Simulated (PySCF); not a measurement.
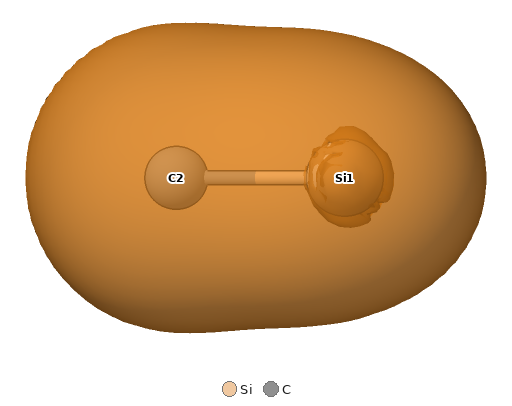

*SiC (charge +1, quartet). Isosurface of the spin density (α minus β) at +0.015 e/Å³ (orange), seen from one side.*

These are results of PySCF, PBE0/6-311G(d,p), non-relativistic, at a bond length of 1.822 Å, not measurements.

> Which atoms carry the spin?

The unpaired spin (3 electrons) lies mostly on C2 (about 2.1) and Si1 (about 0.9), in electrons by Hirshfeld's partition.
